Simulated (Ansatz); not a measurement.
Run report: SiPNH4S, geometry relaxation (part 2 of 2)

SiPNH4S; RHF/def2-SVP (Ansatz 0.2.0). It belongs to a series of runs on one base structure; here: end point B relaxed.

Geometry of the input (Å):
```
S  -1.2724  1.4234  -0.3534
P  0.6777  0.8702  -0.6733
N  0.7820  1.6029  -2.0971
Si 1.4082  3.0511  -1.9005
H  -1.3715  2.4027  -1.3367
H  -0.0810  1.5551  -2.6289
H  2.7511  3.1353  -1.3548
H  0.4398  3.9462  -1.1547
```

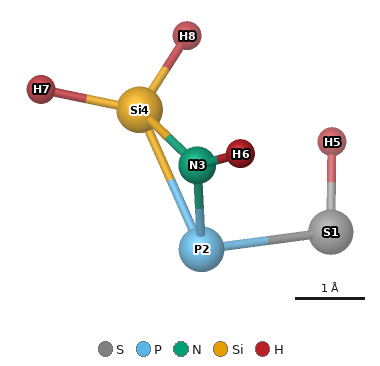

**Figure 1.** The geometry at step 9 of the log (ball-and-stick view, seen at a tilt; atoms are numbered from 1 in the order of the input).

Output, continued:
```
relax step  17: F+E_penalty+E_count = -29486.31663386 eV  Δ(F+E_penalty+E_count) = -7.028e-5 eV  max|allowed force component| = 8.759e-3 eV/Å  Δτ_max = 0.0064 Å  (27 SCF iters, accepted)
901 factors; integrals over basis functions are off by at most 4.6e-4 eV
mean field evaluation 128: about -29486.3129 eV, gradient 7.6e-1 eV
mean field -29486.31663386 eV, -1083.6021497509 hartree, gradient 1.7e-5 eV, S^2 0.000000; 1 other end points of the search recorded, 0 dependent functions left out
the calculation of the forces begins
reference -29486.31663386 eV, -1083.6021497509 hartree; 28, 28 occupied and 60, 60 virtual orbitals, 901 factors
Total energy: -29486.31663386 eV, -1083.6021497509 hartree
Atom 0 at    -1.539300     1.333446    -0.249157 Å, force     0.008236     0.001695    -0.002690 eV/Å
Atom 1 at     0.533678     0.977821    -0.750530 Å, force    -0.008759    -0.003139    -0.003459 eV/Å
Atom 2 at     0.773360     1.589092    -2.358440 Å, force    -0.001464    -0.008498     0.005572 eV/Å
Atom 3 at     1.341431     2.910246    -1.458242 Å, force     0.001817     0.007754    -0.002723 eV/Å
Atom 4 at    -1.667943     2.620983    -0.583797 Å, force    -0.002218    -0.000862     0.000854 eV/Å
Atom 5 at     0.587920     1.187570    -3.254686 Å, force     0.001871     0.005228     0.003559 eV/Å
Atom 6 at     2.778595     3.232175    -1.466997 Å, force     0.001358    -0.000095    -0.001482 eV/Å
Atom 7 at     0.526018     4.135506    -1.377531 Å, force    -0.000841    -0.002082     0.000370 eV/Å
Dipole moment:     0.298016     0.422813    -0.369628 e Å
```

Trajectory as extended XYZ (Å, eV, eV/Å), 13 of the 17 frames kept, from step=1 to step=17:
```
8
Properties=species:S:1:pos:R:3:forces:R:3 step=1 energy=-29482.95349
S    -1.2724    1.4234   -0.3534   -2.7023   1.0496   0.2113
P     0.6777    0.8702   -0.6733    1.6347  -0.0317   2.9299
N     0.7820    1.6029   -2.0971   -2.7879  -4.8329  -6.2819
Si    1.4082    3.0511   -1.9005    1.6149   5.3881   3.1328
H    -1.3715    2.4027   -1.3367   -0.0475  -1.0286   1.2855
H    -0.0810    1.5551   -2.6289    1.0658  -0.5585  -0.6995
H     2.7511    3.1353   -1.3548    0.5640   0.0133  -0.3833
H     0.4398    3.9462   -1.1547    0.6583   0.0008  -0.1947
8
Properties=species:S:1:pos:R:3:forces:R:3 step=2 energy=-29484.26044
S    -1.4221    1.4129   -0.2688   -0.2956   0.5583  -0.5702
P     0.6339    0.9361   -0.6649    0.9647   0.5786   1.9484
N     0.8280    1.5654   -2.1776   -2.1228  -2.1333  -3.7280
Si    1.4190    3.0824   -1.8439    0.6217   1.5636   2.9827
H    -1.4352    2.3688   -1.2350   -0.4340  -0.3696   0.6794
H     0.0204    1.4833   -2.7791    0.7694  -0.4242  -0.5603
H     2.8138    3.1564   -1.4064    0.1684   0.1606  -0.4879
H     0.4760    3.9815   -1.1238    0.3282   0.0660  -0.2642
8
Properties=species:S:1:pos:R:3:forces:R:3 step=4 energy=-29485.79800
S    -1.5395    1.3593   -0.2519    1.1060  -0.2579  -0.0739
P     0.6494    0.9627   -0.6357   -0.3906   1.2027  -0.4411
N     0.8595    1.4826   -2.2994   -0.1111   1.9091   0.4501
Si    1.4064    3.0074   -1.4827    0.0273  -3.0689   0.4706
H    -1.5977    2.4198   -1.0446   -0.2375   0.3260  -0.0939
H     0.1424    1.3988   -3.0095    0.4156  -0.2968   0.1653
H     2.9085    3.2056   -1.5438   -1.0356   0.2645  -0.1273
H     0.5048    4.1506   -1.2317    0.2260  -0.0789  -0.3496
8
Properties=species:S:1:pos:R:3:forces:R:3 step=5 energy=-29486.06793
S    -1.5167    1.3408   -0.2522    0.6891   0.2689  -0.2950
P     0.6442    0.9781   -0.6636   -0.7592  -0.0907  -0.1972
N     0.9020    1.4774   -2.3276   -0.2489   1.4350   0.7625
Si    1.4104    2.9158   -1.3842   -0.1437  -0.4950  -1.0394
H    -1.7256    2.4967   -0.9193    0.1370  -0.2841   0.2118
H     0.2220    1.3932   -3.0777    0.4746  -0.2109   0.3945
H     2.8608    3.2403   -1.5509   -0.5055  -0.0005   0.2073
H     0.5366    4.1445   -1.3239    0.3566  -0.6227  -0.0445
8
Properties=species:S:1:pos:R:3:forces:R:3 step=6 energy=-29486.15591
S    -1.5231    1.3589   -0.2074    0.2055   0.5040  -0.5947
P     0.5438    0.9778   -0.7328    0.5068  -0.5263   0.4910
N     0.9348    1.4780   -2.3569   -0.8279   1.0857   0.1761
Si    1.3762    2.9012   -1.4217   -0.0221  -0.5029  -0.4649
H    -1.6587    2.5831   -0.7521   -0.1663  -0.2038   0.2143
H     0.3676    1.3322   -3.1803    0.3655  -0.1111   0.1830
H     2.8108    3.2642   -1.4781   -0.2408   0.0189   0.1007
H     0.4824    4.0914   -1.3701    0.1793  -0.2645  -0.1053
8
Properties=species:S:1:pos:R:3:forces:R:3 step=8 energy=-29486.14895 accepted=F
S    -1.5762    1.3370   -0.3994    0.3590   0.1417   0.1574
P     0.5591    0.9805   -0.7090   -0.3873  -0.3629  -0.2830
N     0.8488    1.5287   -2.3434    1.6658   1.5975   3.9185
Si    1.3622    2.8893   -1.4546   -0.2562   0.0471  -0.2973
H    -1.6199    2.6665   -0.5501   -0.0581  -0.0760  -0.0309
H     0.5088    1.2424   -3.1666   -1.4514  -1.3967  -3.5332
H     2.7760    3.2800   -1.5276    0.0582  -0.0026   0.1066
H     0.4750    4.0624   -1.3486    0.0701   0.0518  -0.0381
8
Properties=species:S:1:pos:R:3:forces:R:3 step=9 energy=-29486.29077
S    -1.5099    1.3577   -0.2852   -0.1256  -0.0364   0.0121
P     0.5617    0.9523   -0.7248    0.1408   0.0740  -0.1332
N     0.8683    1.5293   -2.3473   -0.1316   0.0743   0.1591
Si    1.3605    2.8873   -1.4435   -0.0372  -0.0882  -0.0196
H    -1.6340    2.6390   -0.6430    0.0377   0.0260   0.0015
H     0.4293    1.2787   -3.2098    0.0685  -0.1256  -0.0650
H     2.7762    3.2766   -1.4399    0.0683  -0.0004  -0.0115
H     0.4816    4.0661   -1.4059   -0.0210   0.0763   0.0564
8
Properties=species:S:1:pos:R:3:forces:R:3 step=10 energy=-29486.30871
S    -1.5288    1.3595   -0.2882    0.0027  -0.0459   0.0371
P     0.5520    0.9540   -0.7323   -0.0396   0.0758  -0.0997
N     0.8269    1.5504   -2.3456   -0.0824  -0.0684  -0.1428
Si    1.3450    2.8925   -1.4485    0.0376   0.0294   0.0380
H    -1.6181    2.6528   -0.6121    0.0010  -0.0003   0.0008
H     0.5084    1.2256   -3.2391    0.0718  -0.0251   0.1431
H     2.7675    3.2701   -1.4654    0.0081  -0.0139   0.0073
H     0.4808    4.0820   -1.3682    0.0008   0.0485   0.0161
8
Properties=species:S:1:pos:R:3:forces:R:3 step=12 energy=-29486.31462
S    -1.5307    1.3484   -0.2617    0.0029  -0.0156   0.0129
P     0.5445    0.9669   -0.7448   -0.0401   0.0622  -0.0711
N     0.7893    1.5739   -2.3576   -0.0117  -0.0003   0.0638
Si    1.3395    2.9039   -1.4552    0.0035  -0.0204  -0.0140
H    -1.6443    2.6344   -0.6101    0.0051  -0.0221   0.0093
H     0.5537    1.1864   -3.2496    0.0362   0.0489   0.0430
H     2.7697    3.2522   -1.4676    0.0179  -0.0232  -0.0159
H     0.5120    4.1207   -1.3528   -0.0139  -0.0296  -0.0280
8
Properties=species:S:1:pos:R:3:forces:R:3 step=13 energy=-29486.31571
S    -1.5430    1.3373   -0.2573    0.0524   0.0370  -0.0336
P     0.5335    0.9743   -0.7477    0.0157  -0.0226  -0.0130
N     0.7893    1.5804   -2.3572   -0.0931  -0.0631  -0.0327
Si    1.3409    2.9070   -1.4559    0.0229   0.0459  -0.0043
H    -1.6541    2.6278   -0.5884   -0.0305  -0.0133   0.0113
H     0.5734    1.1885   -3.2527    0.0347   0.0481   0.0709
H     2.7748    3.2429   -1.4721    0.0024  -0.0090   0.0145
H     0.5189    4.1286   -1.3680   -0.0044  -0.0230  -0.0130
8
Properties=species:S:1:pos:R:3:forces:R:3 step=14 energy=-29486.31612
S    -1.5421    1.3299   -0.2520    0.0408   0.0014  -0.0153
P     0.5348    0.9777   -0.7481   -0.0084  -0.0112   0.0051
N     0.7833    1.5852   -2.3563   -0.0564  -0.0393  -0.0397
Si    1.3440    2.9097   -1.4572    0.0115   0.0342  -0.0029
H    -1.6710    2.6172   -0.5853   -0.0092   0.0160  -0.0015
H     0.5726    1.1924   -3.2521    0.0302   0.0273   0.0473
H     2.7796    3.2368   -1.4656    0.0153  -0.0124   0.0023
H     0.5325    4.1380   -1.3827   -0.0238  -0.0159   0.0048
8
Properties=species:S:1:pos:R:3:forces:R:3 step=16 energy=-29486.31656
S    -1.5401    1.3332   -0.2488    0.0103   0.0000  -0.0025
P     0.5332    0.9787   -0.7515   -0.0197  -0.0022  -0.0051
N     0.7721    1.5903   -2.3597   -0.0073  -0.0267  -0.0190
Si    1.3412    2.9106   -1.4589    0.0022   0.0169  -0.0070
H    -1.6717    2.6216   -0.5796    0.0060  -0.0055  -0.0007
H     0.5934    1.1847   -3.2562    0.0060   0.0250   0.0369
H     2.7788    3.2309   -1.4680   -0.0010   0.0010   0.0005
H     0.5269    4.1369   -1.3766    0.0035  -0.0084  -0.0030
8
Properties=species:S:1:pos:R:3:forces:R:3 step=17 energy=-29486.31663
S    -1.5393    1.3334   -0.2492    0.0082   0.0017  -0.0027
P     0.5337    0.9778   -0.7505   -0.0088  -0.0031  -0.0035
N     0.7734    1.5891   -2.3584   -0.0015  -0.0085   0.0056
Si    1.3414    2.9102   -1.4582    0.0018   0.0078  -0.0027
H    -1.6679    2.6210   -0.5838   -0.0022  -0.0009   0.0009
H     0.5879    1.1876   -3.2547    0.0019   0.0052   0.0036
H     2.7786    3.2322   -1.4670    0.0014  -0.0001  -0.0015
H     0.5260    4.1355   -1.3775   -0.0008  -0.0021   0.0004
```

Results in brief:

- outcome: converged
- total energy: −29486.3166 eV
- mean-field energy: −29486.3166 eV
- largest force (length of the vector) at the end: 0.010 eV/Å
- hardware: 1 thread of Intel Xeon @ 2.50GHz (Skylake/Cascade Lake), 189 GiB of memory available, shared host
- wall time: 89 s
- peak memory: 0.17 GiB
